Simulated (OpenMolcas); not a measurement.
## Single-point calculation of WO4 (charge −3) (part 1 of 2)

- system: WO4, charge −3, multiplicity 4
- method: CASPT2/ANO-RCC-VDZ, DKH2 (OpenMolcas 26.06)

The geometry is that of the parent species in another charge or spin state. The geometry comes from this level: GFN2-xTB.

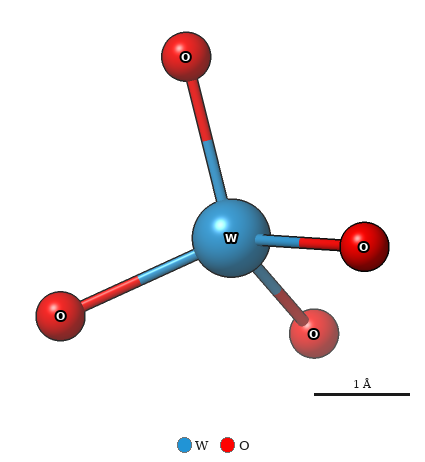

The input geometry (ball-and-stick view, seen at a tilt). Sticks mark near contacts. Bond lengths as drawn: O–W 1.97 to 1.98 Å.

## Summary

- outcome: converged
- total energy: −16427.448776 hartree
- CASSCF energy: −16426.698842 hartree
- basis functions: 95
- hardware: 1 thread of Arm Neoverse V1, 24 GiB of memory available, shared host
- wall time: 60 s
- peak memory: 0.61 GiB

## Input
```
>>> EXPORT MOLCAS_PRINT=2

&GATEWAY
  BASISSET
  W.ANO-RCC-VDZ....
  W1 0.001400 -0.002230 -0.002010 angstrom
  End of Basis
  BASISSET
  O.ANO-RCC-VDZ....
  O2 0.181230 -0.309480 1.940180 angstrom
  O3 1.884340 0.300900 -0.495490 angstrom
  O4 -0.868890 1.500420 -0.949290 angstrom
  O5 -1.198090 -1.489600 -0.493380 angstrom
  End of Basis
  RICD

&SEWARD
  RELATIVISTIC
  R02E00

&RASSCF
  FILEORB
  $CurrDir/step2.RasOrb
  SPIN
  4
  NACTEL
  5 0 0
  INACTIVE
  52
  RAS2
  7
  ORBLISTING
  Nothing

&CASPT2
  IMAGINARY
  0.2
```

Launched with:
```bash
export MOLCAS_MEM=1860
pymolcas step7.inp > step7.log
```

## The program's output
```
--- Start Module: gateway ---

                                              &GATEWAY

                       available to each process: 1.9 GB of memory, 1 thread

++    Symmetry information:
      ---------------------

                    Character Table for C1

                             E
                    a        1  x, y, xy, Rz, z, xz, Ry, yz, Rx, I
--

++    Basis set information:
      ----------------------

      Basis set label: W.ANO-RCC...7S6P4D2F.

      Electronic valence basis set:
      ------------------
      Associated Effective Charge  74.000000 au
      Associated Actual Charge     74.000000 au
      Nuclear Model: Point charge

      Shell  nPrim  nBasis  Cartesian Spherical Contaminant
         s      24       7        X
         p      21       6        X
         d      15       4                 X
         f      11       2                 X

      Basis set label: O.ANO-RCC...3S2P.

      Electronic valence basis set:
      ------------------
      Associated Effective Charge   8.000000 au
      Associated Actual Charge      8.000000 au
      Nuclear Model: Point charge

      Shell  nPrim  nBasis  Cartesian Spherical Contaminant
         s      14       3        X
         p       9       2        X
--

++    Molecular structure info:
      -------------------------

                    ************************************************
                    **** Cartesian Coordinates / bohr, angstrom ****
                    ************************************************

     Center  Label                x              y              z                     x              y              z
        1      W1               0.002646      -0.004214      -0.003798              0.001400      -0.002230      -0.002010
        2      O2               0.342475      -0.584832       3.666409              0.181230      -0.309480       1.940180
        3      O3               3.560887       0.568619      -0.936340              1.884340       0.300900      -0.495490
        4      O4              -1.641964       2.835383      -1.793898             -0.868890       1.500420      -0.949290
        5      O5              -2.264062      -2.814936      -0.932353             -1.198090      -1.489600      -0.493380

                    ***************************************
                    *    InterNuclear Distances / bohr    *
                    ***************************************

               1 W1            2 O2            3 O3            4 O4            5 O5
    1 W1       0.000000
    2 O2       3.731357        0.000000
    3 O3       3.722748        5.733578        0.000000
    4 O4       3.737982        6.741723        5.739624        0.000000
    5 O5       3.728315        5.737247        6.736355        5.749380        0.000000

                    *******************************************
                    *    InterNuclear Distances / angstrom    *
                    *******************************************

               1 W1            2 O2            3 O3            4 O4            5 O5
    1 W1       0.000000
    2 O2       1.974549        0.000000
    3 O3       1.969993        3.034079        0.000000
    4 O4       1.978055        3.567566        3.037278        0.000000
    5 O5       1.972939        3.036021        3.564726        3.042441        0.000000
--

            Nuclear Potential Energy            698.43032657 au

--- Stop Module: gateway /rc=_RC_ALL_IS_WELL_ ---
--- Module gateway spent 20 seconds ---

--- Start Module: seward ---

                                              &SEWARD

                       available to each process: 1.9 GB of memory, 1 thread

               SEWARD will generate:
                  Multipole Moment integrals up to order  2
                  Kinetic Energy integrals
                  Nuclear Attraction integrals (point charge)
                  One-Electron Hamiltonian integrals
                  Velocity integrals
                  Relativistic Douglas-Kroll-Hess integrals:
                    - Parametrization         : EXP
                    - DKH order of Hamiltonian: 2
                    - DKH order of Properties : 0
                         - multipole moment operators
                         - electric potential operators
                         - contact operators
                  Orbital angular momentum around (  0.0018  -0.0029  -0.0026 )
                  Velocity quadrupole around (  0.0018  -0.0029  -0.0026 )
                  Atomic mean-field integrals
                  RI decomposed two-electron repulsion integrals stored Cholesky style
                   - acCD auxiliary basis
                   - CD Threshold:   1.00E-04

                   Integrals are discarded if absolute value <: 1.00E-14
                   Integral cutoff threshold is set to       <: 1.00E-16

            Nuclear Potential Energy            698.43032657 au

      Basis set specifications :
      Symmetry species         a
      Basis functions           95

--- Stop Module: seward /rc=_RC_ALL_IS_WELL_ ---
--- Module seward spent 5 seconds ---

--- Start Module: rasscf ---

                                              &RASSCF

                       available to each process: 1.9 GB of memory, 1 thread

      Header of the ONEINT file:
      --------------------------

      OrdInt status: non-squared

      Cartesian coordinates in angstrom:
      -----------------------------------------------------
      No.  Label        X            Y            Z
      -----------------------------------------------------
       1   W1         0.00140000  -0.00223000  -0.00201000
       2   O2         0.18123000  -0.30948000   1.94018000
       3   O3         1.88434000   0.30090000  -0.49549000
       4   O4        -0.86889000   1.50042000  -0.94929000
       5   O5        -1.19809000  -1.48960000  -0.49338000
      -----------------------------------------------------
      Nuclear repulsion energy =  698.43032657

++    Wave function specifications:
      -----------------------------

      Number of closed shell electrons         104
      Number of electrons in active shells       5
      Max number of holes in RAS1 space          0
      Max nr of electrons in RAS3 space          0
      Number of inactive orbitals               52
      Number of active orbitals                  7
      Number of secondary orbitals              36
      Spin quantum number                      1.5
      State symmetry                             1
--

++    Orbital specifications:
      -----------------------

      Symmetry species                           1
                                                 a
      Frozen orbitals                            0
      Inactive orbitals                         52
      Active orbitals                            7
      RAS1 orbitals                              0
      RAS2 orbitals                              7
      RAS3 orbitals                              0
      Secondary orbitals                        36
      Deleted orbitals                           0
      Number of basis functions                 95
--

++    CI expansion specifications:
      ----------------------------

      Number of CSFs                           224
      Number of determinants                   245
      Number of root(s) required                 1
      Root chosen for geometry opt.              1
      CI root used                               1

      highest root included in the CI            1
      max. size of the explicit Hamiltonian    200
--

++    Optimization specifications:
      ----------------------------

      RASSCF algorithm: LK RI/DF
      Maximum number of macro iterations       200
      Maximum number of SX iterations          100
      Threshold for RASSCF energy            1.000E-08
      Threshold for max MO rotation          1.000E-01
      Threshold for max BLB element          1.000E-04
      Level shift parameter                  5.000E-01
      Make Quasi-Newton update
--

      The MO-coefficients are taken from the file:
      step2.RasOrb
      Title: RASSCF average (pseudo-natural) orbitals

      Total molecular charge   -3.00

      ************************************************************************************************************************
      *                                            Wave function control section                                             *
      ************************************************************************************************************************

                                         RASSCF iterations: Energy and convergence statistics
                                         ----------------------------------------------------

          iter iter root      energy       change     param      element    value   shift minimum  type update hh:mm:ss
 Nr of preliminary CI iterations:   1
      Total energies have been shifted. Add               -16000.00 au
        1   1  101    1  -426.66236804    0.00E+00   7.28E-02   29  87 1 -2.72E-02*  0.44   0.00    SX    NO    0:00:01
        2   3   22    1  -426.67218544   -9.82E-03*  7.36E-02   35  89 1  2.37E-02*  0.43   0.00    SX    NO    0:00:00
        3   3   35    1  -426.67503083   -2.85E-03*  1.22E-01*  33  93 1  2.35E-02*  0.43   0.00    SX    NO    0:00:00
        4   3   17    1  -426.67910657   -4.08E-03*  1.54E-01*  33  93 1 -2.04E-02*  0.44   0.00    SX    NO    0:00:00
        5   3   20    1  -426.68396580   -4.86E-03* -1.69E-01*  33  93 1  1.81E-02*  0.43   1.60    QN   YES    0:00:00
        6   3   20    1  -426.68671324   -2.75E-03*  2.47E-02   35  89 1 -1.60E-02*  0.43   1.04    QN   YES    0:00:00
        7   3   19    1  -426.68738245   -6.69E-04*  8.33E-02   54  67 1 -7.29E-03*  0.43   2.24    QN   YES    0:00:00
        8   4   19    1  -426.68833982   -9.57E-04*  1.64E-01*  35  89 1  5.35E-03*  0.43   1.89    QN   YES    0:00:00
        9   4   22    1  -426.68971078   -1.37E-03*  2.38E-01*  35  89 1  1.68E-02*  0.43   1.77    QN   YES    0:00:00
       10   4   24    1  -426.69098663   -1.28E-03* -8.22E-02   35  89 1  2.93E-02*  0.42   1.08    QN   YES    0:00:00
       11   3   24    1  -426.69190424   -9.18E-04* -1.84E-01*  35  89 1  2.78E-02*  0.42   2.50    QN   YES    0:00:00
       12   4   17    1  -426.69479238   -2.89E-03* -1.28E-01*  54  67 1  1.98E-02*  0.42   2.16    LS   YES    0:00:00
       13   3   23    1  -426.69587395   -1.08E-03* -3.10E-02   54  67 1  1.74E-02*  0.42   1.81    QN   YES    0:00:00
       14   3   20    1  -426.69710953   -1.24E-03* -2.91E-02   54  67 1  7.27E-03*  0.43   1.42    QN   YES    0:00:00
       15   3   19    1  -426.69745146   -3.42E-04* -1.16E-02   35  89 1 -2.26E-03*  0.43   1.40    QN   YES    0:00:00
       16   3   18    1  -426.69755606   -1.05E-04* -1.72E-02   26  56 1  1.28E-03*  0.43   1.52    QN   YES    0:00:00
       17   3   18    1  -426.69761541   -5.93E-05* -2.35E-02   54  70 1  1.29E-03*  0.43   1.64    QN   YES    0:00:00
       18   3   18    1  -426.69766590   -5.05E-05* -3.44E-02   54  69 1  9.41E-04*  0.43   1.87    QN   YES    0:00:00
       19   3   17    1  -426.69771909   -5.32E-05* -4.35E-02   54  79 1  1.26E-03*  0.43   1.97    QN   YES    0:00:00
       20   3   17    1  -426.69777470   -5.56E-05*  4.90E-02   54  79 1  1.45E-03*  0.43   1.95    QN   YES    0:00:00
       21   4   17    1  -426.69782966   -5.50E-05*  4.56E-02   47  57 1 -1.16E-03*  0.43   1.79    QN   YES    0:00:00
       22   4   18    1  -426.69787721   -4.76E-05*  3.80E-02   54  70 1 -9.06E-04*  0.43   1.72    QN   YES    0:00:00
       23   4   18    1  -426.69791696   -3.97E-05*  3.43E-02   43  55 1  8.37E-04*  0.43   1.80    QN   YES    0:00:00
       24   4   17    1  -426.69795520   -3.82E-05*  4.04E-02   54  79 1 -1.03E-03*  0.43   2.06    QN   YES    0:00:00
       25   4   17    1  -426.69800259   -4.74E-05* -5.80E-02   54  79 1 -1.15E-03*  0.43   2.22    QN   YES    0:00:00
       26   4   18    1  -426.69806879   -6.62E-05* -7.46E-02   47  57 1  1.35E-03*  0.43   1.98    QN   YES    0:00:00
       27   4   18    1  -426.69815728   -8.85E-05* -7.73E-02   54  65 1 -1.41E-03*  0.43   1.71    QN   YES    0:00:00
       28   4   19    1  -426.69826980   -1.13E-04* -7.28E-02   49  69 1 -1.60E-03*  0.43   1.71    QN   YES    0:00:00
       29   4   19    1  -426.69840649   -1.37E-04* -5.53E-02   43  57 1  1.69E-03*  0.43   1.80    QN   YES    0:00:00
       30   4   19    1  -426.69854489   -1.38E-04* -7.08E-02   54  61 1 -1.89E-03*  0.43   1.68    QN   YES    0:00:00
       31   4   19    1  -426.69859407   -4.92E-05*  4.18E-02   54  61 1 -1.67E-03*  0.43   0.81    QN   YES    0:00:00
       32   3   18    1  -426.69864746   -5.34E-05* -7.46E-03   54  70 1 -1.39E-03*  0.43   0.69    QN   YES    0:00:00
       33   3   18    1  -426.69868988   -4.24E-05* -9.79E-03   54  70 1 -7.62E-04*  0.43   1.54    QN   YES    0:00:00
       34   3   17    1  -426.69871055   -2.07E-05* -1.68E-02   55  70 1 -3.91E-04*  0.43   1.67    QN   YES    0:00:00
       35   4   17    1  -426.69872545   -1.49E-05* -1.91E-02   55  70 1 -4.63E-04*  0.43   2.00    QN   YES    0:00:00
       36   4   17    1  -426.69873911   -1.37E-05*  1.86E-02   54  61 1  4.74E-04*  0.43   1.84    QN   YES    0:00:00
       37   4   17    1  -426.69874978   -1.07E-05*  2.12E-02   54  64 1 -4.10E-04*  0.43   1.79    QN   YES    0:00:00
       38   4   17    1  -426.69875868   -8.90E-06* -2.23E-02   54  64 1 -3.57E-04*  0.43   1.81    QN   YES    0:00:00
       39   4   16    1  -426.69876660   -7.92E-06* -2.23E-02   54  79 1  3.42E-04*  0.43   1.82    QN   YES    0:00:00
       40   3   16    1  -426.69877357   -6.97E-06* -2.21E-02   43  57 1  3.38E-04*  0.43   1.85    QN   YES    0:00:00
       41   3   17    1  -426.69878015   -6.58E-06* -2.36E-02   43  60 1  2.83E-04*  0.43   1.93    QN   YES    0:00:00
       42   4   17    1  -426.69878726   -7.12E-06* -2.49E-02   54  65 1  3.10E-04*  0.43   1.98    QN   YES    0:00:00
       43   4   17    1  -426.69879545   -8.18E-06* -2.25E-02   54  79 1 -3.30E-04*  0.43   1.93    QN   YES    0:00:00
       44   4   17    1  -426.69880423   -8.78E-06* -1.93E-02   54  60 1  4.12E-04*  0.43   1.84    QN   YES    0:00:00
       45   4   17    1  -426.69881260   -8.38E-06* -1.57E-02   54  60 1  4.62E-04*  0.43   1.78    QN   YES    0:00:00
       46   4   16    1  -426.69881969   -7.08E-06* -1.34E-02   54  60 1  3.43E-04*  0.43   1.76    QN   YES    0:00:00
       47   4   16    1  -426.69882523   -5.55E-06* -1.29E-02   55  65 1  2.27E-04*  0.43   1.80    QN   YES    0:00:00
       48   4   16    1  -426.69882949   -4.25E-06* -1.34E-02   54  79 1  2.44E-04*  0.43   1.75    QN   YES    0:00:00
       49   4   16    1  -426.69883270   -3.21E-06* -1.12E-02   43  57 1  2.39E-04*  0.43   1.69    QN   YES    0:00:00
       50   4   16    1  -426.69883503   -2.33E-06* -1.12E-02   54  60 1 -2.32E-04*  0.43   1.57    QN   YES    0:00:00
       51   4   15    1  -426.69883674   -1.71E-06* -7.22E-03   43  60 1  1.39E-04*  0.43   1.60    QN   YES    0:00:00
       52   3   15    1  -426.69883815   -1.42E-06* -1.06E-02   43  57 1 -1.45E-04*  0.43   1.68    QN   YES    0:00:00
       53   4   15    1  -426.69883939   -1.24E-06* -7.67E-03   43  57 1 -1.90E-04*  0.43   1.67    QN   YES    0:00:00
       54   3   15    1  -426.69884039   -9.97E-07* -9.73E-03   54  60 1  1.49E-04*  0.43   1.61    QN   YES    0:00:00
       55   4   14    1  -426.69884107   -6.79E-07* -5.70E-03   43  60 1 -1.05E-04*  0.43   1.57    QN   YES    0:00:00
       56   3   14    1  -426.69884149   -4.26E-07* -5.28E-03   54  61 1 -8.31E-05   0.43   1.61    QN   YES    0:00:00
       57   3   14    1  -426.69884177   -2.80E-07* -3.58E-03   43  57 1  8.35E-05   0.43   1.72    QN   YES    0:00:00
       58   3   13    1  -426.69884197   -1.99E-07* -2.61E-03   43  57 1  5.53E-05   0.43   1.66    QN   YES    0:00:00
       59   3   13    1  -426.69884210   -1.28E-07*  2.15E-03   43  60 1  4.92E-05   0.43   1.69    QN   YES    0:00:00
       60   3   13    1  -426.69884219   -8.76E-08*  1.68E-03   54  77 1 -3.05E-05   0.43   1.71    QN   YES    0:00:00
       61   3   13    1  -426.69884225   -6.37E-08* -1.28E-03   43  57 1 -3.95E-05   0.43   1.69    QN   YES    0:00:00
```
